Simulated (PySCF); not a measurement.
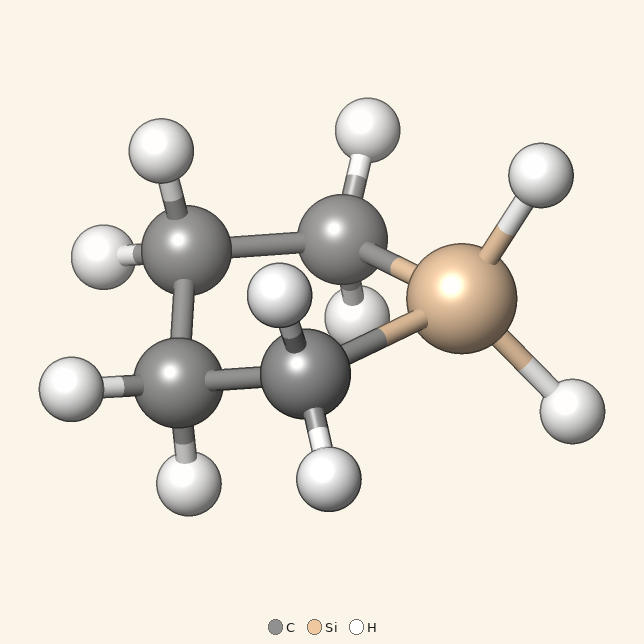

The computed structure is the end point of a PBE0-D3(BJ)/def2-SVP optimisation. No frequency run is at hand to confirm it as a minimum. Program: PySCF 2.14.0.

At this fixed geometry, give HOMO–LUMO gap (eV) at these levels: B3LYP/def2-SVPD; BHandHLYP/def2-SVPD; LC-wPBE/def2-SVPD; PBE0/IGLO-III; PBE0/cc-pVDZ; PBE0/def2-SVP; PBE0/def2-SVPD; PBE0/def2-TZVP; PBE0/def2-TZVPD; PBE0/pcSseg-0; PBE0/pcSseg-2.

| level | HOMO–LUMO gap (eV) |
| --- | --- |
| B3LYP/def2-SVPD | 8.13 |
| BHandHLYP/def2-SVPD | 10.30 |
| LC-wPBE/def2-SVPD | 13.07 |
| PBE0/IGLO-III | 8.62 |
| PBE0/cc-pVDZ | 9.41 |
| PBE0/def2-SVP | 9.39 |
| PBE0/def2-SVPD | 8.61 |
| PBE0/def2-TZVP | 8.89 |
| PBE0/def2-TZVPD | 8.29 |
| PBE0/pcSseg-0 | 9.87 |
| PBE0/pcSseg-2 | 8.50 |
